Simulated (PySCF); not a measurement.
**One shape, several levels: CH5NSi2 (SMILES N#C[SiH2][SiH3])**

We compute a comparison of 6 runs (HF/STO-3G, HF/def2-SVPD, B3LYP/6-31G*, B3LYP/def2-SVPD, CCSD/STO-3G, CCSD/6-31+G*) of CH5NSi2. Input form: a Python script.

The calculation is run with PySCF 2.14.0.

### Step 1. The system as given

CH5NSi2 has 9 atoms, charge 0, and is taken as a singlet. SMILES: `N#C[SiH2][SiH3]`. The shape is that of a GFN2-xTB optimisation.

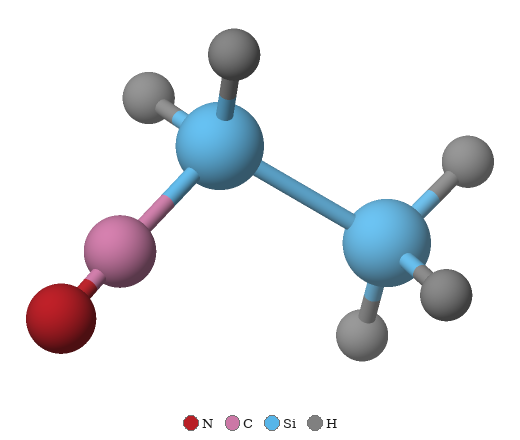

The structure, seen from a chosen angle (nitrogen red, carbon pink, silicon blue, hydrogen grey).

### Step 2. Energy and gradient at HF/STO-3G (run 1)

The input, input.py:

```python
from pyscf import gto

mol = gto.M(
    atom='''
N      5.230989    -1.739115    -1.853103
C      3.601478    -0.439021    -1.265191
Si     0.878288     1.582400    -0.293474
Si    -2.449274    -1.014821     0.849904
H      0.465874     3.201744    -2.509197
H      1.945095     3.163817     1.722013
H     -1.802043    -2.625132     3.003984
H     -3.235873    -2.651853    -1.235579
H     -4.634534     0.521999     1.580643
''',
    verbose=3,
    max_memory=1860,
    spin=0,
    basis='sto-3g',
    unit='bohr',
)

calc0 = mol.RHF()
calc0.conv_tol = 1e-10
calc0.kernel()
if not calc0.converged:
    calc0 = calc0.newton().run(calc0.mo_coeff, calc0.mo_occ)

energy = calc0.e_tot
print('E = %.10f Eh' % energy)
grad = calc0.nuc_grad_method().kernel()
calc0.analyze()
```

Started as:

```
$ OMP_NUM_THREADS=1 python input.py
```

Output:

```text
converged SCF energy = -665.274340953855
[... 12 lines left out ...]
MO #3   energy= -15.3184088612652  occ= 2
[... 5 lines left out ...]
MO #9   energy= -4.0223392390097   occ= 2
[... 5 lines left out ...]
MO #15  energy= -0.681319039619242 occ= 2
[... 5 lines left out ...]
MO #21  energy= -0.412832899407876 occ= 2
[... 5 lines left out ...]
MO #27  energy= 0.440612805713127  occ= 0
[... 5 lines left out ...]
MO #33  energy= 1.29479177971458   occ= 0
[... 10 lines left out ...]
Dipole moment(X, Y, Z, Debye): -3.25951,  1.77673,  1.16075
```

Wall time 2.3 s (1 thread of Intel Xeon at 2.70GHz, shared host); peak memory 0.12 GiB.

### Step 3. Energy and gradient at HF/def2-SVPD (run 2)

The input, input.py:

```python
# N#C[SiH2][SiH3]
from pyscf import gto

mol = gto.M(
    atom=[
    ('N', (2.768120, -0.920300, -0.980620)),
    ('C', (1.905820, -0.232320, -0.669510)),
    ('Si', (0.464770, 0.837370, -0.155300)),
    ('Si', (-1.296100, -0.537020, 0.449750)),
    ('H', (0.246530, 1.694290, -1.327810)),
    ('H', (1.029300, 1.674220, 0.911250)),
    ('H', (-0.953600, -1.389160, 1.589640)),
    ('H', (-1.712350, -1.403300, -0.653840)),
    ('H', (-2.452490, 0.276230, 0.836440)),
],
    spin=0,
    verbose=3,
    charge=0,
    max_memory=1860,
    basis='def2-svpd',
)

mf = mol.RHF()
mf.conv_tol = 1e-10
mf.kernel()
if not mf.converged:
    mf = mf.newton().run(mf.mo_coeff, mf.mo_occ)

energy = mf.e_tot
print('Final energy', energy)
grad = mf.nuc_grad_method().kernel()
mf.analyze()
```

Started as:

```
$ OMP_NUM_THREADS=1 python input.py
```

Output:

```text
converged SCF energy = -672.836284076147
[... 27 lines left out ...]
MO #18  energy= -0.538649475014247 occ= 2
[... 21 lines left out ...]
MO #40  energy= 0.26445623639714   occ= 0
[... 21 lines left out ...]
MO #62  energy= 0.508868533310706  occ= 0
[... 21 lines left out ...]
MO #84  energy= 0.943056695880345  occ= 0
[... 21 lines left out ...]
MO #106 energy= 1.93163416658053   occ= 0
[... 21 lines left out ...]
MO #128 energy= 3.89816080620597   occ= 0
[... 10 lines left out ...]
Dipole moment(X, Y, Z, Debye): -3.41671,  1.91664,  1.21748
```

It took 19 s on 1 thread of Intel Xeon at 2.70GHz, shared host; peak memory 0.38 GiB.

Runs 3 to 5 aren't shown in full; the table further down has their settings and results.

### Step 4. The energy at CCSD/6-31+G(d) (spherical functions) (run 6)

The input, input.py:

```python
# N#C[SiH2][SiH3]
from pyscf import gto, cc

mol = gto.Mole()
mol.atom = '''
N      2.768120    -0.920300    -0.980620
C      1.905820    -0.232320    -0.669510
Si     0.464770     0.837370    -0.155300
Si    -1.296100    -0.537020     0.449750
H      0.246530     1.694290    -1.327810
H      1.029300     1.674220     0.911250
H     -0.953600    -1.389160     1.589640
H     -1.712350    -1.403300    -0.653840
H     -2.452490     0.276230     0.836440
'''
mol.verbose = 4
mol.max_memory = 1860
mol.basis = '6-31+g*'
mol.charge = 0
mol.build()

myscf = mol.RHF()
myscf.conv_tol = 1e-10
myscf.kernel()
if not myscf.converged:
    myscf = myscf.newton().run(myscf.mo_coeff, myscf.mo_occ)

mycc = cc.CCSD(myscf, frozen=12)
mycc.kernel()
e_final = mycc.e_tot
print(f'total energy: {e_final:.8f} hartree')
dip = myscf.dip_moment()
pop, q = myscf.mulliken_pop()
```

Started as:

```
$ OMP_NUM_THREADS=1 python input.py
```

Output:

```text
PySCF version 2.14.0

[... 67 lines left out ...]
converged SCF energy = -673.054985324775
[... 12 lines left out ...]
Init t2, MP2 energy = -673.488329482209  E_corr(MP2) -0.433344157433913
[... 12 lines left out ...]
CCSD converged
[... 1 line left out ...]
total energy: -673.53025661 hartree
Dipole moment(X, Y, Z, Debye): -3.46172,  1.96725,  1.23274
[... 100 lines left out ...]
charge of    8H =     -0.12322
```

Run time: 12 s. Hardware: 1 thread of Intel Xeon at 2.70GHz, shared host; peak memory 0.41 GiB.

### Step 5. All runs side by side

| run | level | integration grid | task | energy (Eh) | dipole moment (D) of the reference | HOMO energy (eV) | LUMO energy (eV) | wall time |
| --- | --- | --- | --- | --- | --- | --- | --- | --- |
| 1 | HF/STO-3G | – | gradient | -665.274341 | 3.89 | -9.66 | 9.18 | 2.3 s |
| 2 | HF/def2-SVPD | – | gradient | -672.836284 | 4.10 | -11.92 | 2.01 | 19 s |
| 3 | B3LYP/6-31G* (spherical functions) | 5 | gradient | -674.826917 | 3.75 | -8.72 | -0.53 | 28 s |
| 4 | B3LYP/def2-SVPD | 5 | gradient | -674.622287 | 3.95 | -8.93 | -0.91 | 62 s |
| 5 | CCSD/STO-3G | – | energy | -665.536804 | 3.89 | -9.66 | 9.18 | 1.4 s |
| 6 | CCSD/6-31+G* (spherical functions) | – | energy | -673.530257 | 4.17 | -11.93 | 1.43 | 12 s |

### Step 6. Outcome

| quantity | value |
| --- | --- |
| run 6: total energy | -673.53026 Eh |
| run 6: dipole moment (Hartree–Fock density) | 4.17 D |
| run 6: HOMO energy (Hartree–Fock orbitals) | -11.93 eV |
| run 6: LUMO energy (Hartree–Fock orbitals) | 1.43 eV |
| run 6: HOMO–LUMO gap (Hartree–Fock orbitals) | 13.36 eV |
| run 6: correlation energy (12 core orbitals frozen) | -475.3 mEh |
| run 6: T1 diagnostic | 0.015 |

What this shows: Over runs 1, 2, 3, 4 the dipole moment (its size) runs from 3.75 D (B3LYP/6-31G*) to 4.10 D (HF/def2-SVPD). The two ends differ in method and basis. Over runs 1, 2, 3, 4 the HOMO–LUMO gap runs from 8.02 eV (B3LYP/def2-SVPD) to 18.83 eV (HF/STO-3G). In runs 1, 5 the basis is minimal, so the values are rough. All runs together took 2.1 min, the longest 62 s.
